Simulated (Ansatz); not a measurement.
**A ladder of methods for CH4FSi (SMILES [CH2][SiH2]F)**

CH4FSi has 7 atoms, charge 0, and is taken as a doublet. SMILES: `[CH2][SiH2]F`. The shape was relaxed beforehand at B3LYP/def2-SVP. This is one conformer, not always the lowest.

```xyz
7

C    -0.8777    0.2853   -0.6195
Si    0.5946   -0.1558    0.3964
F     0.6590   -1.7773    0.5579
H    -1.5466   -0.4694   -1.0488
H    -1.1475    1.3243   -0.8435
H     0.5159    0.4377    1.7626
H     1.8637    0.2873   -0.2507
```

Quantity: the dissociation energy of the Si2–C1 bond into doublet SiH2F and singlet CH2 (shapes relaxed at B3LYP/def2-SVP, no zero-point term), in eV. The values are calculated.

```json
{"level": "UBLYP/def2-TZVP", "kind": "GGA", "program": "Ansatz", "value (eV)": "4.82", "less CCSD(T)/def2-TZVP": "-0.12", "CPU time (all runs)": "5 s"}
{"level": "UPBE/def2-TZVP", "kind": "GGA", "program": "Ansatz", "value (eV)": "5.16", "less CCSD(T)/def2-TZVP": "+0.22", "CPU time (all runs)": "4.9 s"}
{"level": "U-r2SCAN/def2-TZVP", "kind": "meta-GGA", "program": "Ansatz", "value (eV)": "5.36", "less CCSD(T)/def2-TZVP": "+0.42", "CPU time (all runs)": "11 s"}
{"level": "UB3LYP/def2-TZVP", "kind": "global hybrid", "program": "Ansatz", "value (eV)": "4.96", "less CCSD(T)/def2-TZVP": "+0.02", "CPU time (all runs)": "5.5 s"}
{"level": "UPBE0-D4/def2-TZVP", "kind": "global hybrid", "program": "Ansatz", "value (eV)": "5.28", "less CCSD(T)/def2-TZVP": "+0.34", "CPU time (all runs)": "5.8 s"}
{"level": "UB2PLYP/def2-TZVP", "kind": "double hybrid", "program": "Ansatz", "value (eV)": "5.04", "less CCSD(T)/def2-TZVP": "+0.10", "CPU time (all runs)": "8.8 s"}
{"level": "RPA@PBE/def2-TZVP", "kind": "RPA", "program": "Ansatz", "value (eV)": "4.56", "less CCSD(T)/def2-TZVP": "-0.38", "CPU time (all runs)": "7.8 s"}
{"level": "UCCSD(T)/def2-TZVP", "kind": "coupled cluster or CI", "program": "Ansatz", "value (eV)": "4.94", "less CCSD(T)/def2-TZVP": "0.00", "CPU time (all runs)": "59 s"}
```

Differences are taken from UCCSD(T)/def2-TZVP for orientation; it has basis-set and higher-order errors of its own. The values span 4.56 to 5.36 eV. A fragment with an even electron count was run as a singlet and may have a lower triplet. Measured bond enthalpies also hold zero-point and thermal terms, a few tenths of an eV less. CPU times are rough (shared hosts, several kinds of processor and program).

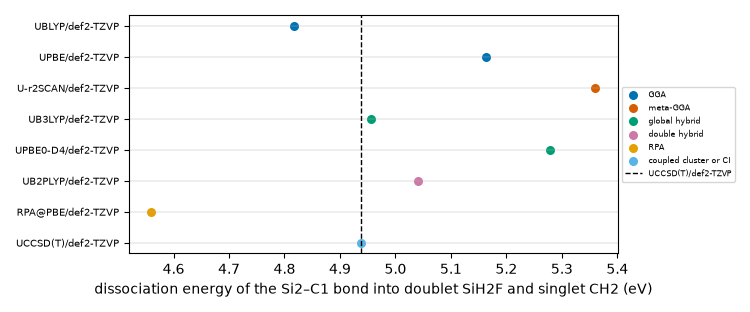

The values of the table, level by level.
